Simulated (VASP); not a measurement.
Band structure of TaC (rock salt). These are AM05 GGA, VASP's PBE PAW potentials (set 64) (plane waves; VASP) values and carry that method's errors.

Unless said otherwise, spin-orbit coupling is left out, though it shifts the bands of the heavy elements here.

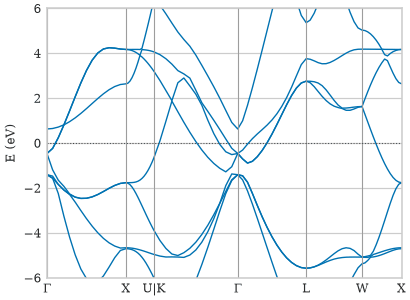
Bands along high-symmetry lines, zero at the valence-band maximum or, without a gap, the Fermi level

Problem. Read the plot: is there a gap, and where are the band edges?

Solution. It has no gap at this level: it comes out as a metal or semimetal. (Edges off the drawn lines would not show.)

The compound is TaC in the rock salt structure. It was relaxed first. The electron count is odd and the run is not spin-polarised, which forces a metal.
